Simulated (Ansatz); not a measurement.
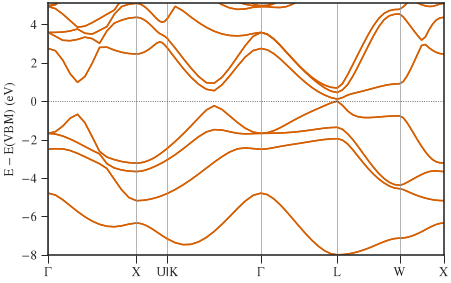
Figure: Band structure from PBE with spin–orbit coupling (plane waves, PAW; program Ansatz)

Problem. Read off the gap and where the band edges lie.

Solution. About 0.1 eV (0.11 eV by a search for the band edges); maximum at L, minimum at L.

The material is SnTe (rock salt, Fm-3m).

The PBE relaxation kept the symmetry of its start. At this level the phase is dynamically unstable (imaginary phonons).

Potentials: the later of the program's two PAW sets.
